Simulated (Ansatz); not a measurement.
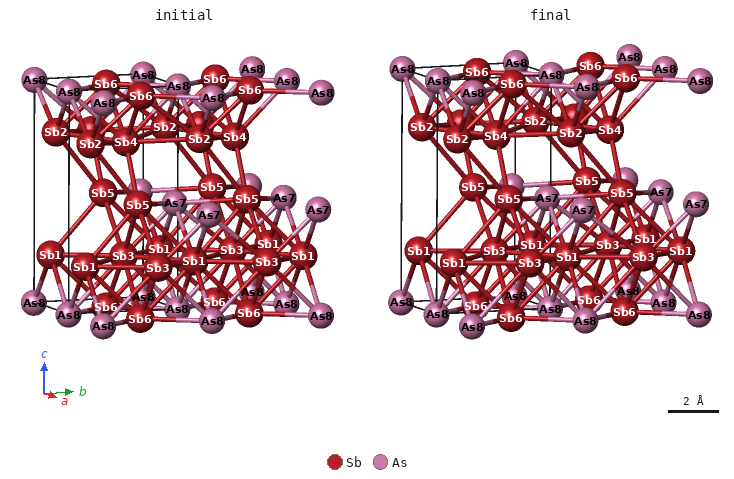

The structure of solid Sb$_{3}$As (built on the Cu3Au (L1_2)_221 type) (coarse preliminary run) before (left) and after (right) a relaxation, at one scale.

The picture is a ball-and-stick view of the cell of the calculation, reduced to other axes, repeated 2 × 2 × 1 with one cell outlined, seen slightly off an axis. Lengths and directions refer to the drawn axes.

The calculation used DFT PBE, scalar-relativistic, plane waves, PAW in Ansatz 0.2.0.

The input:
```yaml
crystal:
  lattice:
    - [4.670886806, -0.0003554684, 0.0259351646]
    - [-0.0003554684, 4.4880214688, -0.0174186455]
    - [0.0518703291, -0.034837291, 9.139677747]
  atoms:
    - { symbol: Sb, position: [-0.0081744023, 0.4959184566, 0.2388398305] }
    - { symbol: Sb, position: [0.0391238141, 0.5013608521, 0.7868038306] }
    - { symbol: Sb, position: [0.5139434934, 0.0347027872, 0.2463149578] }
    - { symbol: Sb, position: [0.5087987297, -0.0415168131, 0.7602954273] }
    - { symbol: Sb, position: [0.4923307262, 0.5567118616, 0.5017559534] }
    - { symbol: Sb, position: [0.4830576265, 0.4479720246, -0.0039207146] }
    - { symbol: As, position: [-0.0300824907, -0.0032312059, 0.4737041588] }
    - { symbol: As, position: [0.0010025031, 0.0080820368, -0.0037934437] }
basis:
  ecutwfc: 420
kpoints:
  mp_grid: { grid: [6, 6, 4] }
hamiltonian:
  xc: pbe
scf:
  occupations: { method: gaussian, width: 0.1 }
output:
  forces: true
  stress: true
  eigenvalues: true
relax:
  adjacent_minimum: "off"
  f_tol: 0.015
  max_steps: 120
  cell: { stress_tol: 0.15 }
```

Run as
```bash
ansatz run input.yaml --threads 1 --pin off --max-ram 2560MiB --backend cpu --events-out ev --progress --plain --runs-dir out
```

### Describe what moved and what it gained.

The run was cut off at its time limit before the relaxation converged, so the last structure is only a point on the way. The energy falls by 0.545 eV per cell of the calculation in 1 geometry step. The largest force component goes from 0.92 to 0.31 eV/Å. Pressure: 7.27 GPa at the start and −1.87 GPa at the end. The largest move relative to the cell is that of Sb2, 0.15 Å along [0 −3 −2]. Largest moves by element: Sb 0.15 Å, As 0.05 Å. Cell: a 4.488 → 4.613 Å (+2.8 %), b 4.671 → 4.868 Å (+4.2 %), c 9.140 → 9.574 Å (+4.8 %), α 89.4° → 89.0°, γ 90.0° → 90.2°. Volume +12.2 %. Among the contacts that change: Sb2–Sb6 2.848 → 3.182 Å, Sb2–Sb4 3.012 → 3.274 Å, Sb3–Sb6 2.961 → 3.215 Å, Sb4–Sb6 3.159 → 3.383 Å. Bond angles that change, for instance: Sb2–As8–Sb2 98.9° → 94.2°, Sb6–Sb4–Sb6 92.2° → 88.2°, Sb2–Sb4–Sb2 168.0° → 172.0°. The space group stays P1 (No. 1).
